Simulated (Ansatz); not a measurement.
# AlH$_{5}$N$_{2}$···CH$_{5}$N: what the fields show

```xyz
15

Al    0.5519   -1.5371    0.1367
H     1.3758   -0.7278   -0.8883
N    -0.5609   -2.8212   -0.4362
N     0.8696   -1.3427    1.8909
H     0.4042    0.9108   -1.1869
N    -0.4857    1.3267   -0.8857
C    -0.2922    2.6532   -0.2852
H    -1.1915   -3.3824    0.1414
H    -0.7205   -3.0405   -1.4225
H     1.4672   -0.6146    2.2895
H     0.4073   -1.8523    2.6479
H    -1.0810    1.3847   -1.7230
H    -1.2652    3.0488    0.0732
H     0.3655    2.5663    0.6049
H     0.1554    3.4282   -0.9566
```

Not at a stationary point (largest force 0.7 eV/Å).

All numbers below come from UKS BLYP/def2-SVP (Ansatz 0.2.0).

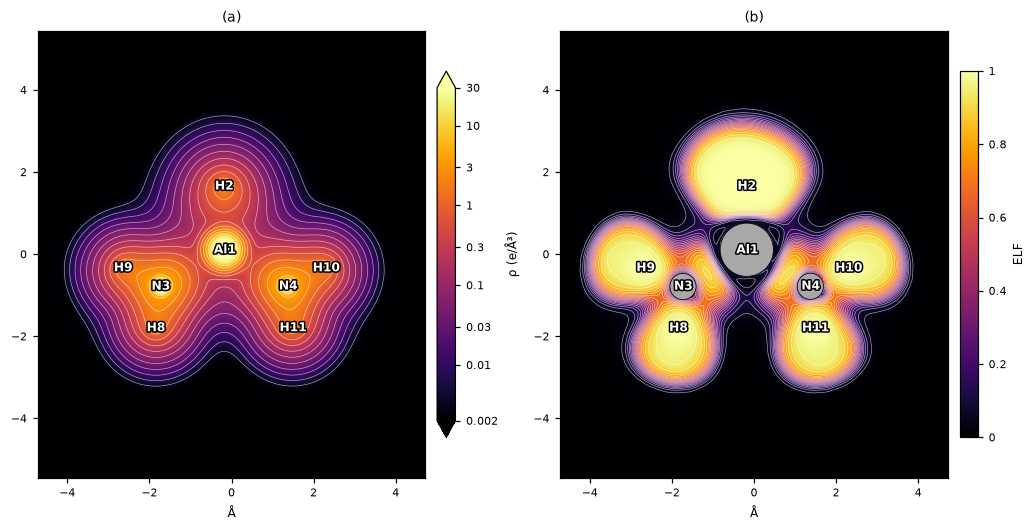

Figure 1. (a) total electron density; (b) ELF on the plane of atoms Al1, N3 and H9. Grey discs cover the atomic cores in the ELF map.

Question: Read the bonding off the picture.

Answer: Atoms in the plane: Al, H and N.
Al–N (1.79 Å): the density is about 0.79 e/Å³ at the midpoint; the ELF peaks at about 0.90 in the valence shell of N, 0.7 Å from its nucleus, and is about 0.60 at the midpoint.
N–H (1.02 Å): ρ is about 2.7 e/Å³ halfway; the ELF climbs to about 1 towards the hydrogen, as it does in any bond to H: a covalent bond by its length.
Al–H (1.54 Å): the density is about 0.55 e/Å³ at the midpoint; the ELF climbs to about 1 towards the hydrogen.

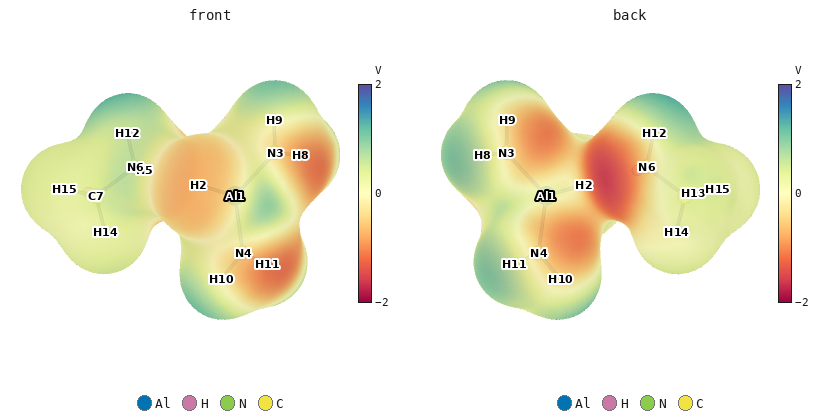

Figure 2. The electrostatic potential painted on the density surface at 0.002 e/bohr³, seen from the front and from behind; red is negative and blue positive.

Question: Which sites attract a positive test charge, and which a negative one?

Answer: A positive charge is drawn to the negative regions and a negative charge to the positive ones. The most negative region (about −1.6 V) lies over N6, the most positive (about +1.2 V) over H12. N6 is the likeliest acceptor of a hydrogen bond.

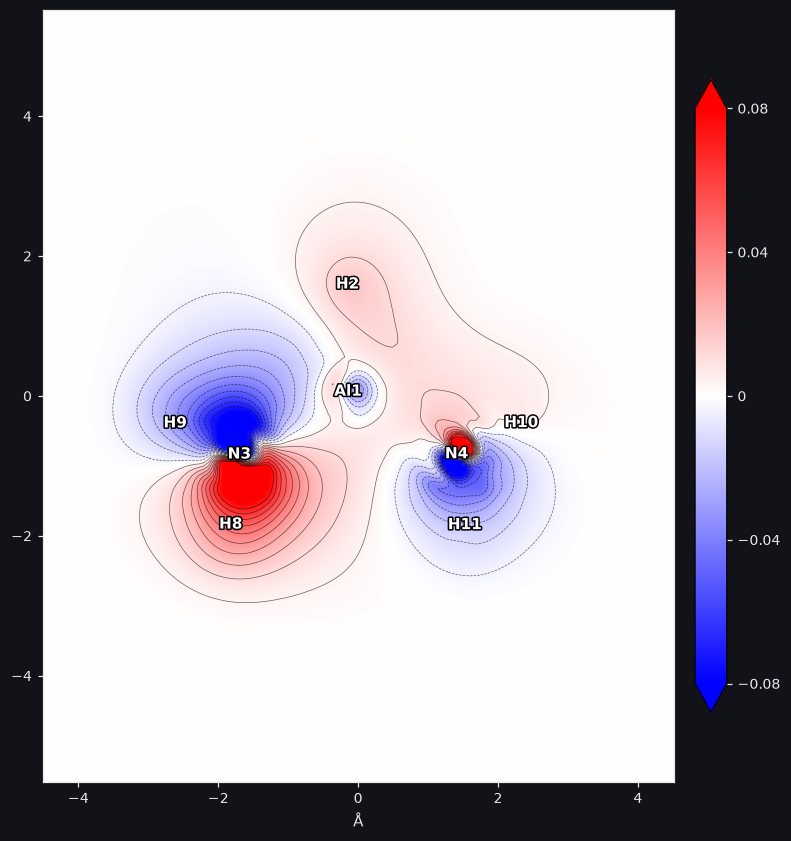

Figure 3. The HOMO on the plane of atoms N3, Al1 and N4 (values in Å⁻³ᐟ²; the overall sign is arbitrary).

Question: What is the character of this orbital?

Answer: It lies mainly on N4 (about 40 %) and N3 (about 40 %); largely a combination of lone pairs on N4 and N3. Its energy is −4.66 eV.

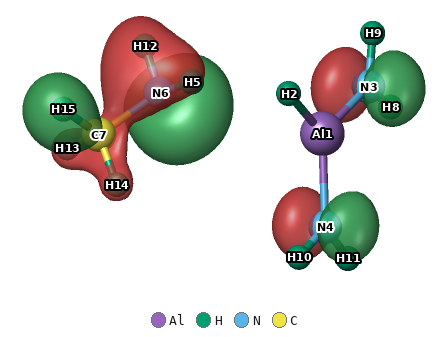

Figure 4. The HOMO−1 at ±0.1 Å⁻³ᐟ² (green and red are the two phases), seen at a tilt.

Question: Where does this orbital lie, and at what energy?

Answer: It lies mainly on N6 (about 55 %), N3 (about 10 %), N4 (about 10 %) and C7 (about 10 %); largely a combination of lone pairs on N6, N3 and N4. Its energy is −4.99 eV.
